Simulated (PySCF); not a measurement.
**A base run of BSe and its variants**

A base run and a few variants of its settings.

Computed with PySCF 2.14.0. Level: each script names its method and basis.

1 further run of the same task is left out (it didn't finish).

## 1. Starting geometry

BSe: 2 atoms, charge 0, spin multiplicity 2.

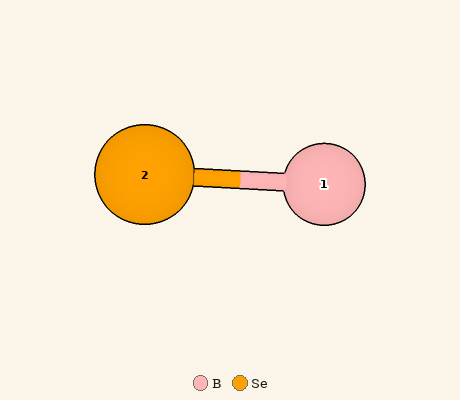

As it starts; boron pink, selenium orange; atoms are numbered from 1 in the order of the file.

## 2. The run that the others are compared with

input.py reads:

```python
from pyscf import gto, dft

mol = gto.M(
    atom='B 0 0 0; Se 0 0 1.93',
    basis='ano-rcc-vdzp',
    charge=0,
    spin=1,
    verbose=3,
)
mf = dft.UKS(mol, xc='camb3lyp')
mf = mf.sfx2c1e()
mf = mf.density_fit(auxbasis='def2-universal-jkfit')
mf.kernel()
mf.stability(internal=True, external=True)
mf.dip_moment()
print('orbital energies (hartree):', [e[max(0, n-3):n+3].round(4) for e, n in zip(mf.mo_energy, mol.nelec)])
```

Run with:

```bash
OMP_NUM_THREADS=1 python input.py
```

Its log is not repeated here.

Base result: E(SCF) = -2454.785105 Eh, ⟨S²⟩ = 0.767, μ = 1.03 D, internal stable; real -> complex stable; UHF/UKS -> GHF/GKS unstable.

The bond length is a typed value, not an optimised one.

## 3. 6-31g* (X2C off)

Variant 1 changes basis set: ano-rcc-vdzp → 6-31g*; spin-free X2C: on → off.

input.py, as its differences from that of step 2:

```diff
@@ -4,3 +4,3 @@
     atom='B 0 0 0; Se 0 0 1.93',
-    basis='ano-rcc-vdzp',
+    basis='6-31g*',
     charge=0,
@@ -10,3 +10,2 @@
 mf = dft.UKS(mol, xc='camb3lyp')
-mf = mf.sfx2c1e()
 mf = mf.density_fit(auxbasis='def2-universal-jkfit')
```

Run with:

```bash
OMP_NUM_THREADS=1 python input.py
```

Output:

```text
WARN: HOMO -0.223150205149732 >= LUMO -0.223150205149724

converged SCF energy = -2426.10683859555  <S^2> = 0.76889999  2S+1 = 2.0188115
<class 'pyscf.df.df_jk.DFUKS'> wavefunction is stable in the internal stability analysis
<class 'pyscf.df.df_jk.DFUKS'> wavefunction is stable in the real -> complex stability analysis
<class 'pyscf.df.df_jk.DFUKS'> wavefunction has an UHF/UKS -> GHF/GKS instability
Dipole moment(X, Y, Z, Debye): -0.00000,  0.00000, -1.35630
orbital energies (hartree): [array([-0.3641, -0.3254, -0.3254, -0.038 , -0.038 ,  0.1177]), array([-0.4584, -0.3242, -0.3242, -0.1173, -0.0109, -0.0109])]
```

It took 16 s on 1 thread of Intel Xeon Platinum 8488C, shared host; peak memory 0.25 GiB.

This run: E(SCF) = -2426.106839 Eh, ⟨S²⟩ = 0.769, μ = 1.36 D, internal stable; real -> complex stable; UHF/UKS -> GHF/GKS unstable.

## 4. Bond 0.1 Å

Variant 2 changes bond length: 1.93 Å → 0.1 Å.

input.py, as its differences from that of step 2:

```diff
@@ -3,3 +3,3 @@
 mol = gto.M(
-    atom='B 0 0 0; Se 0 0 1.93',
+    atom='B 0 0 0; Se 0 0 0.1',
     basis='ano-rcc-vdzp',
```

Run with:

```bash
OMP_NUM_THREADS=1 python input.py
```

Output:

```text
WARN: HOMO -0.00230606205891946 >= LUMO -0.0023060620589153

converged SCF energy = -2002.2510787755  <S^2> = 0.75186368  2S+1 = 2.0018628
<class 'pyscf.df.df_jk.DFsfX2C1eUKS'> wavefunction is stable in the internal stability analysis
<class 'pyscf.df.df_jk.DFsfX2C1eUKS'> wavefunction is stable in the real -> complex stability analysis
<class 'pyscf.df.df_jk.DFsfX2C1eUKS'> wavefunction has an UHF/UKS -> GHF/GKS instability
Dipole moment(X, Y, Z, Debye):  0.00000,  0.00000,  1.24081
orbital energies (hartree): [array([-1.1002e+00, -2.2030e-01, -1.6630e-01,  4.0000e-04,  4.0000e-04,
        4.2600e-02]), array([-1.092 , -1.092 , -0.2013,  0.007 ,  0.007 ,  0.0072])]
```

Wall time 14 s (1 thread of Intel Xeon Platinum 8488C, shared host).

The geometry (0.1 Å) was meant as a poor choice, so the numbers below may not describe BSe as the base run means it. This run: E(SCF) = -2002.251079 Eh, ⟨S²⟩ = 0.752, μ = 1.24 D (reversed against the base), internal stable; real -> complex stable; UHF/UKS -> GHF/GKS unstable.

## 5. Point-group symmetry on

Variant 3 changes point-group symmetry: off → on.

input.py, as its differences from that of step 2:

```diff
@@ -7,2 +7,3 @@
     spin=1,
+    symmetry=True,
     verbose=3,
```

Run with:

```bash
OMP_NUM_THREADS=1 python input.py
```

Output:

```text
converged SCF energy = -2454.78510481879  <S^2> = 0.76693947  2S+1 = 2.0168683
<class 'pyscf.df.df_jk.DFsfX2C1eSymAdaptedUKS'> wavefunction is stable in the internal stability analysis
<class 'pyscf.df.df_jk.DFsfX2C1eSymAdaptedUKS'> wavefunction is stable in the real -> complex stability analysis
<class 'pyscf.df.df_jk.DFsfX2C1eSymAdaptedUKS'> wavefunction has an UHF/UKS -> GHF/GKS instability
Dipole moment(X, Y, Z, Debye):  0.00000,  0.00000, -1.03396
orbital energies (hartree): [array([-0.366 , -0.3268, -0.3268, -0.0417, -0.0417,  0.0965]), array([-0.4629, -0.3255, -0.3255, -0.122 , -0.0162, -0.0162])]
```

Run time: 11 s. Hardware: 1 thread of Intel Xeon Platinum 8488C, shared host.

This run: E(SCF) = -2454.785105 Eh (no change), ⟨S²⟩ = 0.767, μ = 1.03 D, internal stable; real -> complex stable; UHF/UKS -> GHF/GKS unstable (within the imposed point group only).

With symmetry on, only rotations that keep the point group are tested. A lower solution that breaks the symmetry may exist.

## 6. Side by side

```csv
run,E(SCF) (hartree),from base (eV),"gap, α spin (eV)",SCF dipole (D),after the SCF
base,-2454.785105,0,7.76,1.03,unstable: UHF/UKS -> GHF/GKS
6-31g* (X2C off),-2426.106839,not comparable,7.82,1.36,unstable: UHF/UKS -> GHF/GKS
bond 0.1 Å (poor choice),-2002.251079,+12314.0782,4.54,1.24,unstable: UHF/UKS -> GHF/GKS
point-group symmetry on,-2454.785105,0.0000,7.76,1.03,unstable: UHF/UKS -> GHF/GKS (point group kept)
```

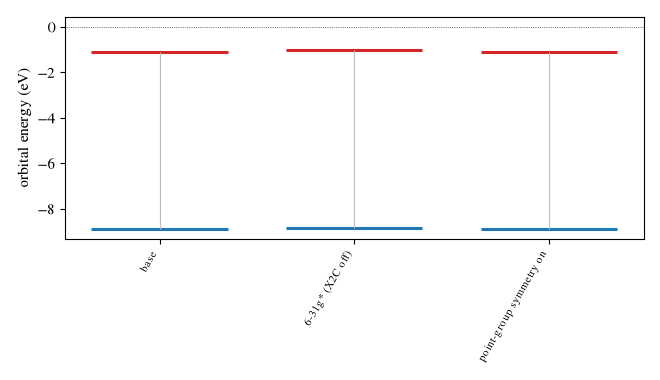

Highest filled (blue) and lowest empty (red) level of each run. Open-shell runs show the α spin alone. Unsound runs are left out.

In words: The SCF energy stays the same, to the digits that matter, with point-group symmetry on. With bond 0.1 Å the frontier gap moves by over 1.5 eV, which can mean another electronic state rather than the bond length alone. Rows marked «poor choice» come from settings spoiled on purpose.
